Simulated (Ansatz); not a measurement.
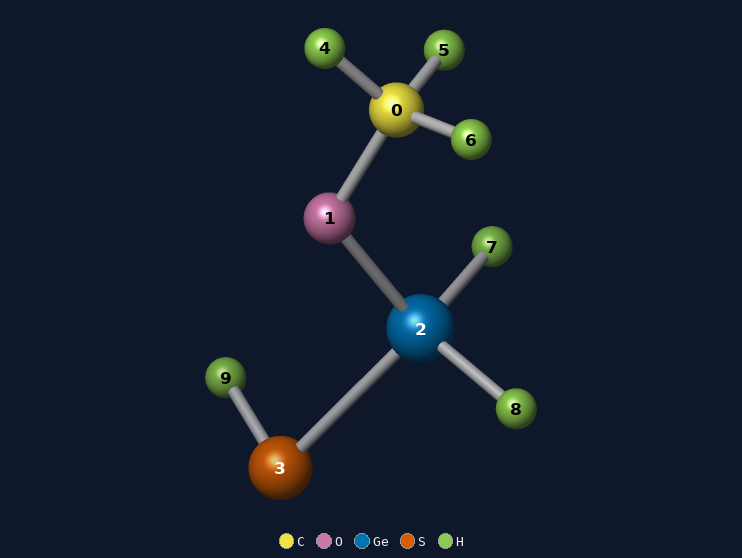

The picture shows the input geometry. Atoms are numbered from 0, in the order of the input.

The calculation was set up as follows.

```yaml
crystal:
  periodic: [false, false, false]
  atoms:
    - {symbol: C, position_ang: [-1.038139, -0.419683, 1.276718]}
    - {symbol: O, position_ang: [-0.829178, -0.088018, -0.075503]}
    - {symbol: Ge, position_ang: [0.848440, -0.057842, -0.665528]}
    - {symbol: S, position_ang: [0.806938, 0.755619, -2.711060]}
    - {symbol: H, position_ang: [-2.102935, -0.303304, 1.490707]}
    - {symbol: H, position_ang: [-0.480649, 0.237364, 1.958403]}
    - {symbol: H, position_ang: [-0.758817, -1.458679, 1.496676]}
    - {symbol: H, position_ang: [1.663403, 0.826926, 0.298061]}
    - {symbol: H, position_ang: [1.406033, -1.488214, -0.760297]}
    - {symbol: H, position_ang: [0.484904, 1.995831, -2.308166]}
basis:
  gaussian: {orbitals: def2-TZVPP}
hamiltonian: {xc: pbe, dispersion: d4}
output: {forces: true, orbitals: {seedname: orbitals}}
```

Command:

```sh
ansatz run in.yaml --threads 2 --pin off --events-out ev --progress --plain --max-ram 22528MiB --backend cpu
```

Result:

```
Functional definition: PBE
  name "PBE"
  cite "Perdew, Burke & Ernzerhof, Phys. Rev. Lett. 77, 3865 (1996) doi:10.1103/PhysRevLett.77.3865"
  parent pbe
  parameter kappa = 0.804
  parameter beta = 0.06672455060314922
  exchange = pbe_x(kappa = kappa, mu = beta*pi^2/3)
  correlation = pbe_c(beta = beta)
1327 factors; their error is unknown
mean field evaluation 1: about -70512.1371 eV, gradient 6.9e1 eV
mean field evaluation 2: about -70456.3916 eV, gradient 1.7e2 eV
mean field evaluation 4: about -70520.5291 eV, gradient 1.6e1 eV
mean field evaluation 8: about -70520.9207 eV, gradient 1.3e-1 eV
mean field evaluation 16: about -70520.8948 eV, gradient 5.7e-3 eV
mean field -70520.89480085 eV, -2591.5950831520 hartree, gradient 3.8e-5 eV, S^2 0.000000; 0 other end points of the search recorded, 0 dependent functions left out
the calculation of the forces begins
reference -70520.89484387 eV, -2591.5950847329 hartree; 34, 34 occupied and 202, 202 virtual orbitals, 1327 factors
Total energy: -70521.09445291 eV, -2591.6024202299 hartree
Atom 0 at    -1.038139    -0.419683     1.276718 Å, force     0.004562    -0.060350     0.224406 eV/Å
Atom 1 at    -0.829178    -0.088018    -0.075503 Å, force    -0.514453     0.121752    -0.339133 eV/Å
Atom 2 at     0.848440    -0.057842    -0.665528 Å, force     0.394790    -0.001400    -0.042007 eV/Å
Atom 3 at     0.806938     0.755619    -2.711060 Å, force     0.049497    -0.150183    -0.345079 eV/Å
Atom 4 at    -2.102935    -0.303304     1.490707 Å, force    -0.230772     0.024208     0.051769 eV/Å
Atom 5 at    -0.480649     0.237364     1.958403 Å, force     0.115092     0.132848     0.176122 eV/Å
Atom 6 at    -0.758817    -1.458679     1.496676 Å, force     0.052095    -0.228646     0.078718 eV/Å
Atom 7 at     1.663403     0.826926     0.298061 Å, force     0.107211     0.104371     0.131740 eV/Å
Atom 8 at     1.406033    -1.488214    -0.760297 Å, force     0.078473    -0.174931    -0.022821 eV/Å
Atom 9 at     0.484904     1.995831    -2.308166 Å, force    -0.056495     0.232330     0.086285 eV/Å
Dipole moment:     0.112955     0.033508     0.334943 e Å
```
